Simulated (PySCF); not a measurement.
SMILES c1ccc2cc3ccccc3cc2c1 (C14H10), GFN2-xTB optimised geometry. Atoms within 1.6 Å of the plane z = 0.6 Å (x, y, z in Å): C1 (2.83, 2.39, 0.00), C2 (3.52, 1.16, 0.00), C3 (2.83, -0.02, 0.00), C4 (1.41, -0.03, 0.00), C5 (0.68, -1.22, 0.00), C6 (-0.71, -1.22, 0.00), C7 (-1.47, -2.42, 0.00), C8 (-2.83, -2.39, 0.00), C9 (-3.52, -1.16, 0.00), C10 (-2.83, 0.02, 0.00), C11 (-1.41, 0.03, 0.00), C12 (-0.68, 1.22, 0.00), C13 (0.71, 1.22, 0.00), C14 (1.47, 2.42, 0.00), H15 (3.39, 3.31, 0.00), H16 (4.60, 1.16, 0.00), H17 (3.35, -0.96, 0.00), H18 (1.21, -2.16, 0.00), H19 (-0.93, -3.36, 0.00), H20 (-3.40, -3.31, 0.00), H21 (-4.60, -1.16, 0.00), H22 (-3.35, 0.96, 0.00), H23 (-1.21, 2.16, 0.00), H24 (0.93, 3.36, 0.00).

Computed with B3LYP/def2-SVP in PySCF.

Map of the HOMO−1 amplitude (bohr^(-3/2)) on the plane z = 0.6 Å; orbital energy -6.75 eV, overall sign arbitrary:

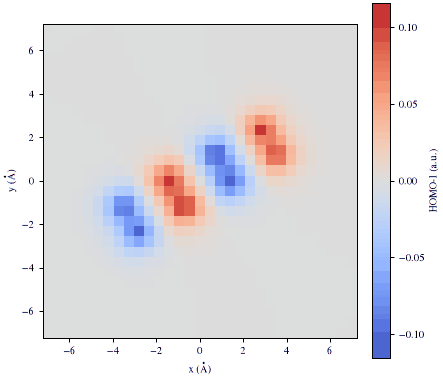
Figure: HOMO−1 amplitude (bohr^(-3/2)) on the plane z = 0.6 Å.
